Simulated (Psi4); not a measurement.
# OMP2/def2-SVPD (density fitting for correlation) run of BHOF2 (SMILES OB(F)F)

Aim: the vertical singlet–triplet gap of BHOF2 at OMP2/def2-SVPD (density fitting for correlation), from 2 runs. 

The results are computed with Psi4 1.11.

### Step 1. The system as given

BHOF2 has 5 atoms, charge 0, and is taken as a singlet. As SMILES, `OB(F)F`. The shape is that of a PBE0-D4/def2-TZVP optimisation.

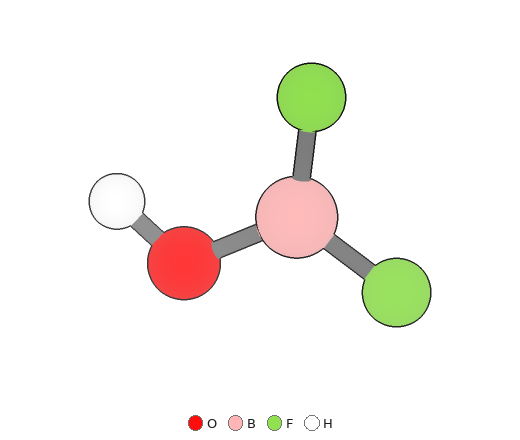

Viewed from a chosen angle; oxygen red, boron pink, fluorine green, hydrogen white.

### Step 2. A single-point energy at OMP2/def2-SVPD (density fitting for correlation)

Contents of bf2ho.xyz:

```xyz
5
BF2HO
O      0.038630     1.000750     0.174310
B      0.105760    -0.342460     0.137210
F      0.731030    -0.986880     1.100700
F     -0.439530    -1.051930    -0.843330
H     -0.435890     1.380520    -0.568880
```

Contents of job.py:

```python
import psi4

psi4.set_memory(2200000000)
psi4.set_num_threads(1)
psi4.set_output_file('bf2ho.out', False)

with open('bf2ho.xyz') as f:
    atoms = ''.join(f.readlines()[2:])
molecule = psi4.geometry('0 1\n' + atoms + 'symmetry c1\nno_reorient\nno_com')

options = {'puream': True, 'e_convergence': 1e-09, 'd_convergence': 1e-08, 'scf_type': 'pk', 'num_frozen_docc': 4}
psi4.set_options(options)

e, wfn = psi4.energy('omp2/def2-SVPD', molecule=molecule, return_wfn=True)
print(f'omp2/def2-SVPD energy: {e:.10f} Eh')
for k, v in sorted(psi4.core.scalar_variables().items()):
    print(f'{k:45s} {v:18.10f}')
```

Launch:

```bash
$ python job.py
```

bf2ho.out:

```text
[...]
  Running in c1 symmetry.
[...]
  Nuclear repulsion =  112.725598717264262
[...]
  Multiplicity = 1
[...]
  Nalpha       = 16
  Nbeta        = 16
[...]
    Number of basis functions: 97
[...]
   @RHF iter   1:  -298.86925356854192   -8.65837e-01   5.60764e-03 ADIIS/DIIS
[...]
   @RHF iter  11:  -298.97610964286639   -2.72848e-12   5.69312e-09 DIIS
[...]
    Orbital Energies [Eh]
    ---------------------
    Doubly Occupied:
       1A    -26.323953     2A    -26.316651     3A    -20.609056
       4A     -7.760641     5A     -1.632888     6A     -1.600293
       7A     -1.393426     8A     -0.836459     9A     -0.805834
      10A     -0.774097    11A     -0.732828    12A     -0.695284
      13A     -0.673386    14A     -0.662059    15A     -0.605749
      16A     -0.569636
[...]
  @RHF Final Energy:  -298.97610964286639
   => Energetics <=
    Nuclear Repulsion Energy =            112.7255987172642619
    One-Electron Energy =                -639.4189361560848965
    Two-Electron Energy =                 227.7172277959543010
    Total Energy =                       -298.9761096428663905
[...]
 Multipole Moments:
 ------------------------------------------------------------------------------------
     Multipole            Electronic (a.u.)      Nuclear  (a.u.)        Total (a.u.)
 ------------------------------------------------------------------------------------
 L = 1.  Multiply by 2.5417464519 to convert [e a0] to [Debye]
 Dipole X            :         -6.0736615            5.7172719           -0.3563896
 Dipole Y            :         20.6928613          -20.1729587            0.5199027
 Dipole Z            :         -7.7661007            7.2338338           -0.5322669
 Magnitude           :                                                    0.8249972
[...]
	Warning: cc_lambda option is changed to TRUE
	For this residual convergence, default PCG convergence is:     1.00e-07
[...]
	DF-MP2 Total Energy (a.u.)         :  -299.63580192738249
[...]
	DF-MP2 Total Energy (a.u.)         :  -299.64461101567230
[...]
	DF-OMP2 Total Energy (a.u.)        :  -299.64461101566292
[...]
```

The script printed:

```text
omp2/def2-SVPD energy: -299.6446110157 Eh
CURRENT CORRELATION ENERGY                         -0.6685013728
CURRENT ENERGY                                   -299.6446110157
CURRENT REFERENCE ENERGY                         -298.9761096429
DD SOLVATION ENERGY                                 0.0000000000
HF KINETIC ENERGY                                 298.2372576004
HF POTENTIAL ENERGY                              -597.2133672433
HF TOTAL ENERGY                                  -298.9761096429
HF VIRIAL RATIO                                     2.0024773968
MP2 CORRELATION ENERGY                             -0.6596922845
MP2 DOUBLES ENERGY                                 -0.6596922845
MP2 SINGLES ENERGY                                  0.0000000000
MP2 TOTAL ENERGY                                 -299.6358019274
NUCLEAR REPULSION ENERGY                          112.7255987173
OMP2 CORRELATION ENERGY                            -0.6685013728
OMP2 REFERENCE CORRECTION ENERGY                    0.0100365268
OMP2 TOTAL ENERGY                                -299.6446110157
ONE-ELECTRON ENERGY                              -639.4189361561
PCM POLARIZATION ENERGY                             0.0000000000
PE ENERGY                                           0.0000000000
SCF ITERATION ENERGY                             -298.9761096429
SCF ITERATIONS                                     11.0000000000
SCF TOTAL ENERGY                                 -298.9761096429
SCS(N)-MP2 CORRELATION ENERGY                     298.9761096429
SCS(N)-MP2 TOTAL ENERGY                             0.0000000000
SCS(N)-OMP2 CORRELATION ENERGY                    298.9761096429
SCS(N)-OMP2 TOTAL ENERGY                            0.0000000000
SCS-MP2 CORRELATION ENERGY                        298.9761096429
SCS-MP2 TOTAL ENERGY                                0.0000000000
SCS-OMP2 CORRELATION ENERGY                       298.9761096429
SCS-OMP2 TOTAL ENERGY                               0.0000000000
SOS-MP2 CORRELATION ENERGY                        298.9761096429
SOS-MP2 TOTAL ENERGY                                0.0000000000
SOS-OMP2 CORRELATION ENERGY                       298.9761096429
SOS-OMP2 TOTAL ENERGY                               0.0000000000
TWO-ELECTRON ENERGY                               227.7172277960
```

Run time: 14 s. Hardware: 1 thread of Intel Xeon 6975P-C (Granite Rapids), shared host; peak memory 0.35 GiB.

### Step 3. The triplet, same level

Contents of bf2ho.json:

```json
{
 "schema_name": "qcschema_input",
 "schema_version": 1,
 "molecule": {
  "schema_name": "qcschema_molecule",
  "schema_version": 2,
  "symbols": ["O", "B", "F", "F", "H"],
  "geometry": [0.07300012, 1.89114342, 0.32939816, 0.19985743, -0.64715561, 0.25928932, 1.38144649, -1.86493292, 2.08002155, -0.83059132, -1.9878596, -1.59366273, -0.82371272, 2.60880471, -1.0750274],
  "molecular_charge": 0,
  "molecular_multiplicity": 3,
  "fix_symmetry": "c1",
  "fix_com": true,
  "fix_orientation": true
 },
 "driver": "energy",
 "model": {
  "method": "omp2",
  "basis": "def2-SVPD"
 },
 "keywords": {
  "reference": "uhf",
  "puream": true,
  "e_convergence": 1e-09,
  "d_convergence": 1e-08,
  "scf_type": "pk",
  "num_frozen_docc": 4,
  "maxiter": 100
 }
}
```

Launch:

```bash
$ psi4 --qcschema bf2ho.json -n 1 --memory 2200MB
```

stdout:

```text
[...]
  Running in c1 symmetry.
[...]
  Nuclear repulsion =  112.725598750141998
[...]
  Multiplicity = 3
[...]
  Nalpha       = 17
  Nbeta        = 15
[...]
    Number of basis functions: 97
[...]
   @UHF iter   1:  -298.56631794589879   -5.62902e-01   4.47387e-03 ADIIS/DIIS
[...]
   @UHF iter  16:  -298.67208334238643   -3.58114e-12   8.34514e-09 DIIS
[...]
   @S^2 Observed:                2.005666331E+00
[...]
    Orbital Energies [Eh]
    ---------------------
    Alpha Occupied:
       1A    -26.389361     2A    -26.380155     3A    -20.847744
       4A     -7.870425     5A     -1.703400     6A     -1.663042
       7A     -1.646004     8A     -1.003705     9A     -0.903584
      10A     -0.887702    11A     -0.873024    12A     -0.805220
      13A     -0.774261    14A     -0.755817    15A     -0.728305
      16A     -0.717509    17A     -0.174166
    Alpha Virtual:
      18A      0.062683    19A      0.081306    20A      0.113738
      21A      0.138393    22A      0.147725    23A      0.153804
      24A      0.179186    25A      0.211456    26A      0.222714
[...]
  @UHF Final Energy:  -298.67208334238643
   => Energetics <=
    Nuclear Repulsion Energy =            112.7255987501419980
    One-Electron Energy =                -635.9835626692902224
    Two-Electron Energy =                 224.5858805767618094
    Total Energy =                       -298.6720833423863724
  UHF NO Occupations:
  HONO-2 :   15  A 1.9980124
  HONO-1 :   16  A 1.0000000
[...]
 Multipole Moments:
 ------------------------------------------------------------------------------------
     Multipole            Electronic (a.u.)      Nuclear  (a.u.)        Total (a.u.)
 ------------------------------------------------------------------------------------
 L = 1.  Multiply by 2.5417464519 to convert [e a0] to [Debye]
 Dipole X            :         -5.1683121            5.7172719            0.5489598
 Dipole Y            :         19.7052498          -20.1729587           -0.4677088
 Dipole Z            :         -6.3772263            7.2338339            0.8566076
 Magnitude           :                                                    1.1197701
[...]
	Warning: cc_lambda option is changed to TRUE
	For this residual convergence, default PCG convergence is:     1.00e-07
[...]
	DF-SCS-MP2 Total Energy (a.u.)     :  -299.26322819554093
	DF-SOS-MP2 Total Energy (a.u.)     :  -299.25059639873444
[...]
	DF-SCS-OMP2 Total Energy (a.u.)    :  -299.27307337444631
	DF-SOS-OMP2 Total Energy (a.u.)    :  -299.21236376179115
	DF-SCS(N)-OMP2 Total Energy (a.u.) :  -298.97472061218679
[...]
	DF-OMP2 Total Energy (a.u.)        :  -299.30146094912254
[...]
```

The result, in JSON:

```text
{
 "driver": "energy",
 "model": {
  "method": "omp2",
  "basis": "def2-SVPD"
 },
 "success": true,
 "return_result": -299.30146094912254,
 "properties": {
  "calcinfo_nbasis": 97,
  "calcinfo_nmo": 97,
  "calcinfo_nalpha": 17,
  "calcinfo_nbeta": 15,
  "calcinfo_natom": 5,
  "nuclear_repulsion_energy": 112.725598750142,
  "return_energy": -299.30146094912254,
  "scf_one_electron_energy": -635.9835626692902,
  "scf_two_electron_energy": 224.5858805767618,
  "scf_dipole_moment": [0.5489597739521903, -0.467708840073243, 0.8566075956448165],
  "scf_total_energy": -298.67208334238643,
  "scf_iterations": 16,
  "mp2_same_spin_correlation_energy": -0.17139840342283158,
  "mp2_opposite_spin_correlation_energy": -0.44501004334462546,
  "mp2_singles_energy": 0.0,
  "mp2_doubles_energy": -0.616408446767457,
  "mp2_correlation_energy": -0.6164084467674797,
  "mp2_total_energy": -299.2884917891539
 }
}
```

It took 45 s on 1 thread of Intel Xeon 6975P-C (Granite Rapids), shared host; peak memory 0.35 GiB.

### Step 4. What came out

Level: OMP2/def2-SVPD (density fitting for correlation), 4 core orbitals frozen.

| quantity | value |
| --- | --- |
| singlet: total energy | -299.64461 Eh |
| singlet: HOMO energy (Hartree–Fock orbitals) | -15.50 eV |
| singlet: LUMO energy (Hartree–Fock orbitals) | 1.64 eV |
| singlet: HOMO–LUMO gap (Hartree–Fock orbitals) | 17.14 eV |
| singlet: correlation energy (4 core orbitals frozen) | -668.5 mEh |
| triplet: total energy | -299.30146 Eh |
| triplet: HOMO energy (Hartree–Fock orbitals) (highest over α and β) | -4.74 eV |
| triplet: LUMO energy (Hartree–Fock orbitals) (lowest over α and β) | -3.78 eV |
| triplet: correlation energy (4 core orbitals frozen) | -629.4 mEh |
| triplet: ⟨S²⟩ of the reference determinant | 2.006 |
| vertical energy of the triplet above the singlet | 9.338 eV |

What this shows: At this shape the triplet lies 9.34 eV (901 kJ/mol) above the singlet.
